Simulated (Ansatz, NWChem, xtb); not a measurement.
CBrClF2 (SMILES FC(F)(Cl)Br): the vertical ionisation energy, rung by rung

The species is CBrClF2 (5 atoms), meant as a singlet with charge 0. SMILES: `FC(F)(Cl)Br`. Geometry: relaxed at PBE0-D4/def2-TZVP.

```xyz
5

F    -1.1095    0.0248    0.8131
C    -0.0198   -0.0871    0.0671
F     0.8236   -0.8975    0.6904
Cl   -0.4448   -0.7706   -1.4923
Br    0.8004    1.6568   -0.1197
```

Quantity: the vertical ionisation energy (to the doublet cation), in eV. The values are calculated.

```json
{"level": "GFN2-xTB", "kind": "semi-empirical", "program": "xtb", "value (eV)": "16.39"}
{"level": "HF/x2c-SV(P)all (sfX2C)", "kind": "Hartree–Fock", "program": "Ansatz", "value (eV)": "10.85"}
{"level": "HF/x2c-TZVPall (sfX2C)", "kind": "Hartree–Fock", "program": "Ansatz", "value (eV)": "10.65"}
{"level": "HF/x2c-TZVPPall (sfX2C)", "kind": "Hartree–Fock", "program": "Ansatz", "value (eV)": "10.65"}
{"level": "PBE/DGauss-DZVP", "kind": "GGA", "program": "NWChem", "value (eV)": "11.14"}
{"level": "PBE/MIDI!", "kind": "GGA", "program": "NWChem", "value (eV)": "10.72"}
{"level": "PBE/SBKJC-VDZ (core potential)", "kind": "GGA", "program": "NWChem", "value (eV)": "11.17"}
{"level": "PBE/jorge-DZP", "kind": "GGA", "program": "NWChem", "value (eV)": "11.12"}
```

All-electron rows without a relativistic Hamiltonian named are non-relativistic, while core potentials hold scalar relativity, so basis and relativity change together. Spin-orbit coupling, which can split open shells on such heavy atoms by tenths of an eV, is left out. The values span 10.65 to 16.39 eV. The xTB values lack the empirical shift that such differences need.

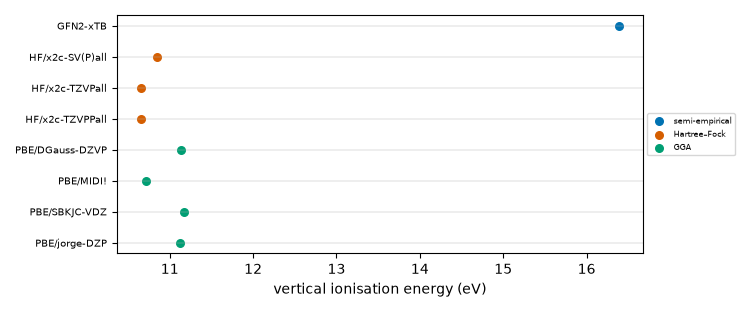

The values of the table, level by level.
